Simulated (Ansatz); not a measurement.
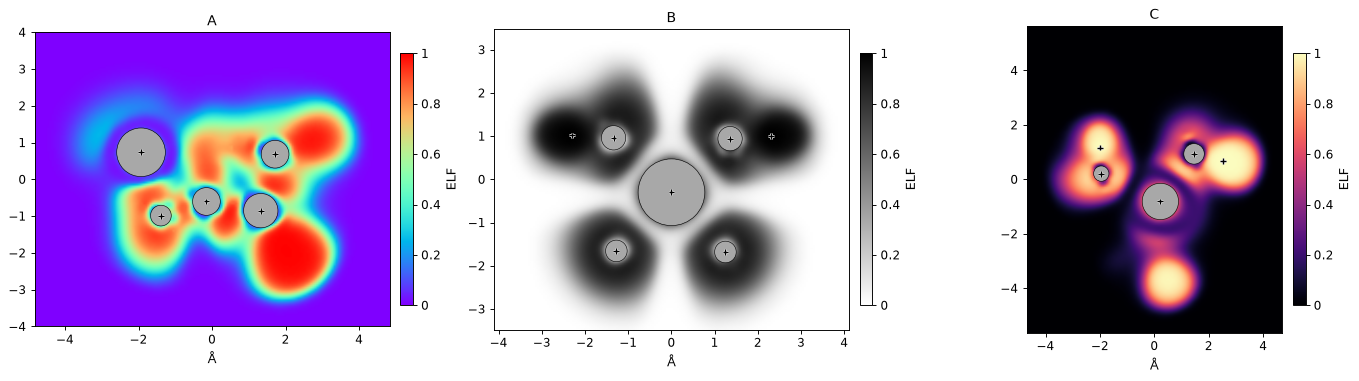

The ELF of 3 systems, each on a plane through atoms (crosses mark nuclei in the plane; grey discs cover the cores).

The calculation used Ansatz 0.2.0, RKS PBE0-D4/def2-TZVPP.

System 1: C$_{3}$H$_{6}$AlBO, the plane of atoms O1, Al6 and C2. Geometry: PBE0-D4/def2-TZVP.

```xyz
12

O    -0.5688    0.8404    1.7261
C    -0.3058   -0.1279    0.9048
B    -0.3029   -1.5680    0.4925
C     0.5395   -1.3233   -0.8304
C    -0.2453   -0.0837   -0.5185
Al    0.1941    2.0187    0.5925
H    -1.1411   -2.3832    0.7168
H     0.2435   -1.8704   -1.7230
H     1.6165   -1.2154   -0.7515
H    -0.9165    0.4460   -1.1958
H     1.7443    2.2115    0.7863
H    -0.7802    2.9999   -0.1660
```

System 2: C$_{2}$H$_{9}$InO$_{2}$ (SMILES [CH3][In-]([CH3])([OH])[OH2+]), the plane of atoms C3, In2 and O5. Geometry: PBE0-D4/def2-TZVP; core potentials replace the inner electrons of In.

```yaml
atoms:
  - { symbol: C, position_ang: [-1.8367, 1.2497, 0.4273] }
  - { symbol: In, position_ang: [-0.2422, -0.1569, 0.1663] }
  - { symbol: C, position_ang: [1.0413, -1.3781, 1.3678] }
  - { symbol: O, position_ang: [-0.1780, -0.8708, -1.7875] }
  - { symbol: O, position_ang: [1.3947, 1.0184, -1.1362] }
  - { symbol: H, position_ang: [-1.6795, 2.0874, -0.2537] }
  - { symbol: H, position_ang: [-2.7929, 0.7807, 0.1881] }
  - { symbol: H, position_ang: [-1.8796, 1.6263, 1.4495] }
  - { symbol: H, position_ang: [0.4591, -2.0218, 2.0288] }
  - { symbol: H, position_ang: [1.6987, -0.7633, 1.9848] }
  - { symbol: H, position_ang: [1.6455, -2.0068, 0.7126] }
  - { symbol: H, position_ang: [-0.9695, -0.7483, -2.3138] }
  - { symbol: H, position_ang: [1.0054, 0.3653, -1.7842] }
  - { symbol: H, position_ang: [2.3205, 0.7886, -1.0209] }
```

System 3: Cl$_{2}$F$_{2}$H$_{2}$O$_{2}$W (SMILES [OH][W]([OH])([F])([F])([Cl])[Cl]), the plane of atoms W2, O3 and H9. Geometry: PBE0-D4/def2-TZVP; core potentials replace the inner electrons of W.

```xyz
9

O    -0.8757   -1.4429   -0.0095
W    -0.0225    0.1813   -0.1481
O     1.0767   -0.1167    1.2950
F    -1.0734    0.6085   -1.6257
F     0.7522    1.8553   -0.4085
Cl   -1.6131    1.2320    1.1656
Cl    1.5436   -0.6640   -1.6289
H    -1.5648   -1.9503   -0.4424
H     1.7769    0.2970    1.8026
```

### Which map belongs to which system?

Panel A is system 1, C$_{3}$H$_{6}$AlBO: the plane holds O, C, B and Al. C–O (1.30 Å): the ELF peaks at about 0.85 between the atoms; a polar covalent bond. Panel B is system 3, Cl$_{2}$F$_{2}$H$_{2}$O$_{2}$W: the plane holds O, W, F and H. W–O (1.84 Å): the ELF peaks at about 0.85 in the valence shell of O, 0.5 Å from its nucleus, and drops to about 0.25 between the two atoms. Panel C is system 2, C$_{2}$H$_{9}$InO$_{2}$: the plane holds In, C, O and H. C–In (2.14 Å): the ELF peaks at about 0.90 in the valence shell of C, 0.7 Å from its nucleus, and drops to about 0.20 between the two atoms.
